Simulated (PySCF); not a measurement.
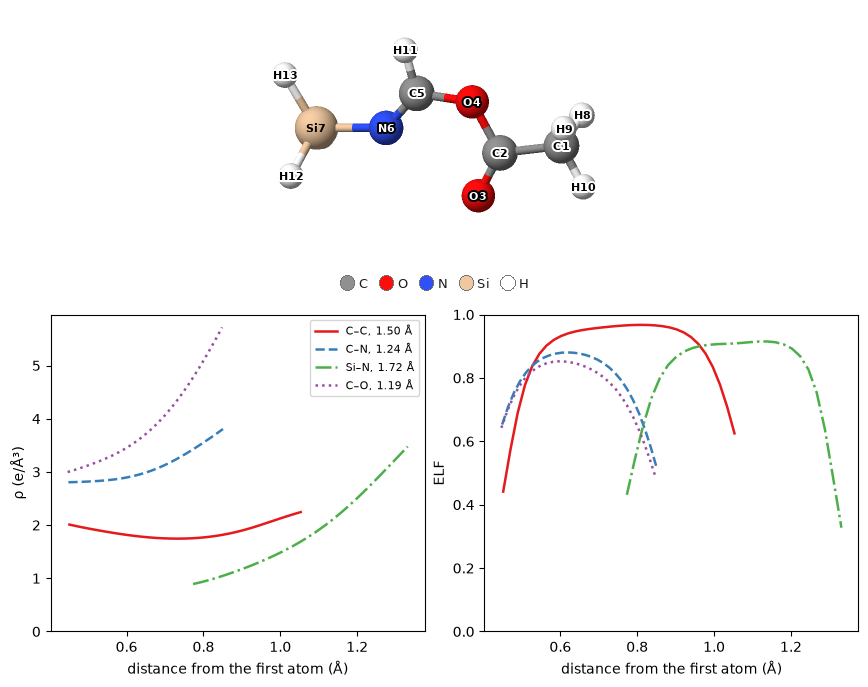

Figure 1: C3H7NO2Si (SMILES CC(=O)O/C=N/[SiH3]). Total electron density and ELF along straight lines between neighbouring atoms. The curves leave out the atomic cores. The structure is drawn too.

Geometry: GFN2-xTB.

Method: PySCF 2.14.0, PBE0/pcSseg-1, SCF density, gas phase, non-relativistic.

```yaml
atoms:
  - { symbol: C, position_ang: [-2.9290, 0.4143, -0.0487] }
  - { symbol: C, position_ang: [-1.4432, 0.5291, -0.2546] }
  - { symbol: O, position_ang: [-0.8862, 1.3539, -0.9084] }
  - { symbol: O, position_ang: [-0.8229, -0.4715, 0.4487] }
  - { symbol: C, position_ang: [0.5178, -0.6848, 0.4138] }
  - { symbol: N, position_ang: [1.3204, -0.0972, -0.3224] }
  - { symbol: Si, position_ang: [3.0194, -0.1756, -0.5639] }
  - { symbol: H, position_ang: [-3.2779, -0.5228, -0.4767] }
  - { symbol: H, position_ang: [-3.1524, 0.4035, 1.0151] }
  - { symbol: H, position_ang: [-3.4292, 1.2483, -0.5307] }
  - { symbol: H, position_ang: [0.7412, -1.4766, 1.1430] }
  - { symbol: H, position_ang: [3.4793, 1.1690, -0.2374] }
  - { symbol: H, position_ang: [3.7114, -1.1686, 0.2700] }
  - { symbol: H, position_ang: [3.1505, -0.5216, -1.9751] }
```

What kind of bonding do the profiles show?

C–C (1.50 Å): the density is about 1.7 e/Å³ at the midpoint; the ELF peaks at about 0.95 between the atoms: a shared electron pair.
C–N (1.24 Å): ρ is about 2.9 e/Å³ halfway; the ELF peaks at about 0.90 between the atoms; a multiple bond.
Si–N (1.72 Å): ρ at the midpoint is about 1.1 e/Å³; the ELF peaks at about 0.90 between the atoms, as expected for a shared but strongly polarised pair.
C–O (1.19 Å): ρ at the midpoint is about 3.4 e/Å³; the ELF peaks at about 0.85 between the atoms; a multiple bond.
